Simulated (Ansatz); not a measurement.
Stretching the Te1–I3 bond in HITe (SMILES [TeH]I) (multiplicity 1 held, fragments rigid). Energies count from the point at 2.725 Å.
Geometry at that point (charge 0, multiplicity 1):
```xyz
3

Te     0.443     0.908     0.913
H      0.695     2.078    -0.244
I     -0.448    -0.930    -0.891
```

Restricted levels (R-, RO-) in cc, def2 and unpolarised 6-31G sets keep to the state of the molecule at rest. U- levels take the lowest unrestricted solution at each point, which mixes spins at long bonds. Left out are points that failed, MP2 points in a non-variational dive below the minimum, coupled-cluster points behind a sign of a changed root (a jump of the amplitudes, or a one-step jump against full CI or MRCI), small-basis points behind a change of solution, and semi-empirical points at long bonds. Curves can end on different states.

Frozen-core correlation. Filled d and f shells under p-block atoms count as core.

Codes used: Ansatz (an electronic-structure program) with Gaussian orbitals. Each number belongs to the level named beside it. In def2 rows elements past Kr take small-core potentials, without spin–orbit coupling.

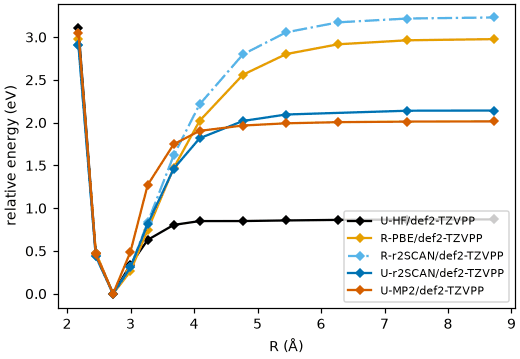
Figure: Relative energy along the coordinate

Read off the U-HF/def2-TZVPP curve at R = 4.770.

about 0.85 eV

Doubts at one or more of the structures used: a spin-contaminated determinant (U-HF/def2-TZVPP, U-r2SCAN/def2-TZVPP, U-MP2/def2-TZVPP); a restricted determinant that unrestricted orbitals would lower (R-PBE/def2-TZVPP, R-r2SCAN/def2-TZVPP).
